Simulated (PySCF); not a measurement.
NMR shielding calculation, with input and output: C$_{8}$H$_{6}$F$_{6}$Si

The run: NMR shielding calculation of C$_{8}$H$_{6}$F$_{6}$Si, SMILES FC(F)(F)c1cc([SiH3])cc(C(F)(F)F)c1. Method and program: GIAO HF/6-31G* NMR shielding, non-relativistic, gas phase (PySCF 2.14.0).

The geometry comes from this level: GFN2-xTB. Figures and captions count atoms from 1; the log counts them from 0 in places.

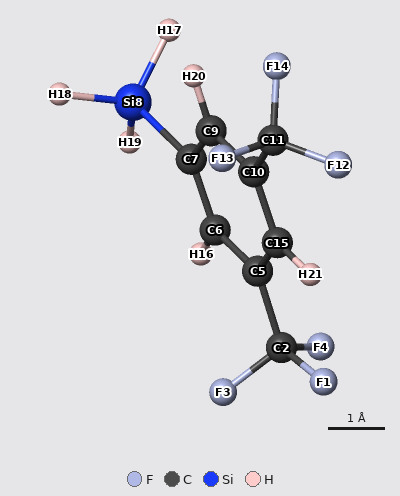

Fig. 1: The structure as given in the input (ball-and-stick view, seen at a tilt; atoms are numbered from 1 in the order of the input). Bond lengths as drawn: C–C 1.39 to 1.50 Å, C–F 1.34 to 1.35 Å, C–H 1.08 Å, C–Si 1.90 Å and H–Si 1.46 Å.

## Input file
```
{"job": {"xc": "HF", "basis": "6-31G*", "kind": "nmr", "pop": false}, "charge": 0, "multiplicity": 1}
F     -1.927273     3.145793     0.346558
C     -0.627862     2.839574     0.279704
F     -0.057239     3.339235     1.391041
F     -0.118392     3.544011    -0.746690
C     -0.365249     1.365836     0.131603
C      0.952564     0.941639     0.017635
C      1.261110    -0.404896    -0.119248
Si     3.055249    -1.007007    -0.270469
C      0.210347    -1.315733    -0.137497
C     -1.104970    -0.890607    -0.027951
C     -2.220665    -1.900144    -0.021884
F     -3.356579    -1.420357    -0.545364
F     -2.520882    -2.304375     1.227301
F     -1.917751    -3.009564    -0.711171
C     -1.410058     0.456477     0.112484
H      1.742835     1.677561     0.035440
H      3.133219    -1.859262    -1.456035
H      3.368710    -1.765787     0.940001
H      3.911061     0.169838    -0.399004
H      0.417272    -2.370215    -0.244788
H     -2.434368     0.784926     0.197861
```

The first line tells a small driver script what to run in PySCF; the rest is the geometry in Å.

Machine: 1 CPU thread, shared host.

Launch command:
```bash
OMP_NUM_THREADS=1 python <driver script> task.json out
```

## Log
```
final grid: 203448 points
cycle   1  E = -1191.6053886310  dE =  3.858e+00  |g| = 1.341e+00  |ddm| = 4.669e+00
cycle   2  E = -1191.8995496467  dE = -2.942e-01  |g| = 7.956e-01  |ddm| = 1.473e+00
cycle   3  E = -1192.0064789090  dE = -1.069e-01  |g| = 1.089e-01  |ddm| = 5.551e-01
cycle   4  E = -1192.0103939905  dE = -3.915e-03  |g| = 3.431e-02  |ddm| = 1.884e-01
cycle   5  E = -1192.0107703841  dE = -3.764e-04  |g| = 1.086e-02  |ddm| = 5.199e-02
cycle   6  E = -1192.0108099265  dE = -3.954e-05  |g| = 3.348e-03  |ddm| = 1.383e-02
cycle   7  E = -1192.0108165424  dE = -6.616e-06  |g| = 9.464e-04  |ddm| = 6.497e-03
cycle   8  E = -1192.0108173352  dE = -7.928e-07  |g| = 4.314e-04  |ddm| = 2.026e-03
cycle   9  E = -1192.0108175689  dE = -2.337e-07  |g| = 2.195e-04  |ddm| = 1.137e-03
cycle  10  E = -1192.0108176324  dE = -6.347e-08  |g| = 8.799e-05  |ddm| = 6.516e-04
cycle  11  E = -1192.0108176436  dE = -1.117e-08  |g| = 2.110e-05  |ddm| = 3.503e-04
cycle  12  E = -1192.0108176439  dE = -3.211e-10  |g| = 7.414e-06  |ddm| = 5.396e-05
converged SCF energy = -1192.0108176439

GIAO shielding tensors (ppm)
atom      isotropic    diamagn.    paramagn.     s11        s22        s33       span
  0 F      324.595     473.322    -148.727    250.190    330.330    393.263    143.073
  1 C       89.659     240.208    -150.549     83.371     91.953     93.654     10.283
  2 F      298.259     473.814    -175.554    224.162    290.114    380.501    156.339
  3 F      299.644     473.924    -174.280    226.769    290.662    381.500    154.731
  4 C       72.919     263.362    -190.443    -19.397     59.749    178.406    197.803
  5 C       62.470     262.475    -200.005    -50.331     47.573    190.167    240.499
  6 C       72.651     258.903    -186.253    -17.613     22.860    212.706    230.319
  7 Si     487.723     880.884    -393.161    451.975    495.089    516.107     64.132
  8 C       64.031     263.031    -199.000    -46.987     45.659    193.420    240.407
  9 C       73.611     263.291    -189.680    -18.442     60.768    178.508    196.950
 10 C       89.566     240.034    -150.468     82.698     92.365     93.635     10.937
 11 F      314.203     473.776    -159.572    244.142    309.421    389.046    144.904
 12 F      293.593     472.831    -179.238    213.198    291.193    376.387    163.189
 13 F      315.430     474.496    -159.066    243.965    311.947    390.379    146.414
 14 C       73.733     263.173    -189.440    -26.816     48.401    199.615    226.431
 15 H       24.310      32.743      -8.433     19.038     22.825     31.066     12.028
 16 H       28.047      30.071      -2.024     24.095     27.013     33.034      8.938
 17 H       28.066      30.004      -1.937     24.578     26.456     33.165      8.587
 18 H       28.124      30.098      -1.974     23.771     27.806     32.795      9.023
 19 H       24.323      32.850      -8.527     18.626     23.020     31.323     12.697
 20 H       24.290      31.369      -7.079     18.273     22.781     31.815     13.541
```

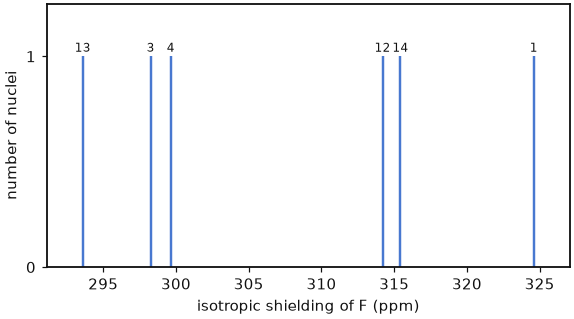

Fig. 2: Isotropic shieldings of the fluorine nuclei in this fixed geometry, labelled by atom number; shielding grows to the right, so chemical shift grows to the left. The least shielded is F13 (293.6 ppm), the most shielded F1 (324.6 ppm).

## Results in brief

```csv
quantity,value
outcome,converged
total energy,−1192.010818 hartree
HOMO,−10.22 eV
LUMO,2.31 eV
dipole moment,2.77 D
"isotropic shielding, F",293.6 to 324.6 ppm
"isotropic shielding, C",62.5 to 89.7 ppm
"isotropic shielding, Si",487.7 ppm
"isotropic shielding, H",24.3 to 28.1 ppm
wall time,32 s
peak memory,1.1 GiB
```
